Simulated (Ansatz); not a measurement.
# AlBH2OF2 (SMILES O[B](F)[AlH][F]) at BLYP/6-31G(d) (spherical functions)

Aim: the energy change on altering one bond length of AlBH2OF2 at BLYP/6-31G* (spherical functions), from 2 runs. 

The results are computed with Ansatz 0.2.0.

128 further runs of the same task are left out: 128 set aside as unsound or not needed.

**1. The system as given**

AlBH2OF2 has 7 atoms, charge 0, and is taken as a singlet. As SMILES, `O[B](F)[AlH][F]`. The shape is that of a PBE0-D4/def2-TZVP optimisation. This is one conformer, not always the lowest.

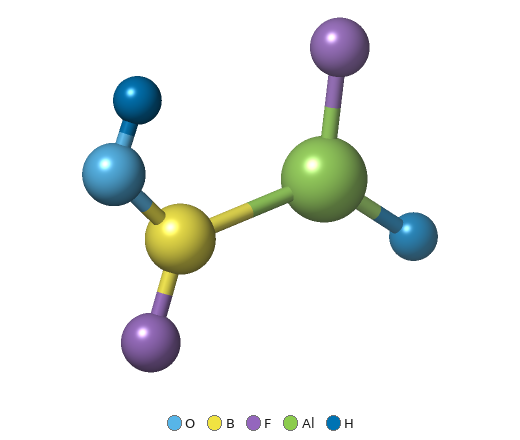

The structure, seen from a chosen angle (oxygen blue, boron yellow, fluorine purple, aluminium green, hydrogen blue).

**2. A single-point energy at BLYP/6-31G(d) (spherical functions)**

File molecule.yaml:

```yaml
basis:
  gaussian: {orbitals: 6-31G_st_-spherical.json}
crystal:
  periodic: [false, false, false]
  atoms:
    - {symbol: O, position_ang: [0.462300, -0.166500, 1.769000]}
    - {symbol: B, position_ang: [0.511800, -0.675600, 0.519100]}
    - {symbol: F, position_ang: [1.170800, -1.824800, 0.394500]}
    - {symbol: Al, position_ang: [-0.411500, 0.301600, -1.162100]}
    - {symbol: F, position_ang: [-1.152700, 1.713100, -0.697800]}
    - {symbol: H, position_ang: [-0.019900, 0.662300, 1.825000]}
    - {symbol: H, position_ang: [-0.499600, -0.078200, -2.693300]}
hamiltonian: {xc: {name: BLYP}}
output: {orbitals: {seedname: orbitals}}
accuracy: high
```

The basis set 6-31G* is read from a file made from the Basis Set Exchange's data (not shown).

Run with:

```sh
$ ansatz run molecule.yaml --threads 1 --pin off --max-ram 3480MiB --events-out events.jsonl --progress --plain --runs-dir runs
```

Output:

```text
Warning: RAYON_NUM_THREADS=1 ignored (pool sized by the plan → 1); use --threads N
Functional definition: BLYP
  name "BLYP"
  parameter beta = 0.0042
  parameter a = 0.04918
  parameter b = 0.132
  parameter c = 0.2533
  parameter d = 0.349
  exchange = b88_x(beta = beta)
  correlation = lyp_c(a = a, b = b, c = c, d = d)
1697 factors; integrals over basis functions are off by at most 5.8e-9 eV
mean field evaluation 1: about -14781.3884 eV, gradient 6.7e1 eV
mean field evaluation 2: about -14736.8740 eV, gradient 1.6e2 eV
mean field evaluation 4: about -14788.5417 eV, gradient 1.4e1 eV
mean field evaluation 8: about -14788.8392 eV, gradient 4.3e-1 eV
mean field evaluation 16: about -14788.8395 eV, gradient 4.4e-6 eV
mean field -14788.83953249 eV, -543.4798285836 hartree, gradient 5.7e-8 eV, S^2 0.000000; 0 other end points of the search recorded, 0 dependent functions left out
reference -14788.83958481 eV, -543.4798305063 hartree; 23, 23 occupied and 55, 55 virtual orbitals, 1697 factors
Total energy: -14788.83958481 eV, -543.4798305063 hartree
```

Run time: 5.4 s. Hardware: 1 thread of Arm Neoverse V1, shared host; peak memory 0.19 GiB.

**3. The distorted shape**

File run.yaml:

```yaml
crystal:
  periodic: [false, false, false]
  atoms:
    - symbol: O
      position_ang: [0.532780, 0.137339, 2.993956]
    - symbol: B
      position_ang: [0.582280, -0.371761, 1.744056]
    - symbol: F
      position_ang: [1.241280, -1.520961, 1.619456]
    - symbol: Al
      position_ang: [-0.341020, 0.605439, 0.062856]
    - symbol: F
      position_ang: [-1.082220, 2.016939, 0.527156]
    - symbol: H
      position_ang: [0.050580, 0.966139, 3.049956]
    - symbol: H
      position_ang: [-0.499600, -0.078200, -2.693300]
basis:
  gaussian:
    orbitals: 6-31G_st_-spherical.json
hamiltonian:
  xc: {name: BLYP}
accuracy: high
output: {orbitals: {seedname: orbitals}}
```

The basis set 6-31G* is read from a file made from the Basis Set Exchange's data (not shown).

Run with:

```sh
$ ansatz run run.yaml --threads 1 --pin off --max-ram 3480MiB --events-out events.jsonl --progress --plain --runs-dir runs
```

Output:

```text
Warning: RAYON_NUM_THREADS=1 ignored (pool sized by the plan → 1); use --threads N
[... 9 set-up lines as earlier in the session ...]
1688 factors; integrals over basis functions are off by at most 7.5e-9 eV
mean field evaluation 1: about -14777.8801 eV, gradient 6.7e1 eV
mean field evaluation 2: about -14720.1270 eV, gradient 1.7e2 eV
mean field evaluation 4: about -14785.6556 eV, gradient 1.7e1 eV
mean field evaluation 8: about -14786.2744 eV, gradient 3.1e-1 eV
mean field evaluation 16: about -14786.2627 eV, gradient 1.1e-4 eV
mean field -14786.26270810 eV, -543.3851320338 hartree, gradient 7.8e-8 eV, S^2 0.000000; 0 other end points of the search recorded, 0 dependent functions left out
reference -14786.26276291 eV, -543.3851340481 hartree; 23, 23 occupied and 55, 55 virtual orbitals, 1688 factors
Total energy: -14786.26276291 eV, -543.3851340481 hartree
```

Wall time 5.7 s (1 thread of Arm Neoverse V1, shared host); peak memory 0.19 GiB.

**4. Outcome**

At BLYP/6-31G* (spherical functions):

```
                                                          quantity          value
                                         first shape: total energy  -543.47983 Eh
                                          first shape: HOMO energy       -6.15 eV
                                          first shape: LUMO energy       -2.42 eV
                                        first shape: HOMO–LUMO gap        3.73 eV
                                     distorted shape: total energy  -543.38513 Eh
                                      distorted shape: HOMO energy       -5.35 eV
                                      distorted shape: LUMO energy       -2.97 eV
                                    distorted shape: HOMO–LUMO gap        2.38 eV
energy change with the Al4–H7 bond stretched from 1.580 to 2.844 Å       2.577 eV
```

**Reading.** With the Al4–H7 bond stretched from 1.580 to 2.844 Å the energy rises by 2.58 eV (249 kJ/mol). The first shape isn't relaxed at this level, so the change isn't measured from a minimum.
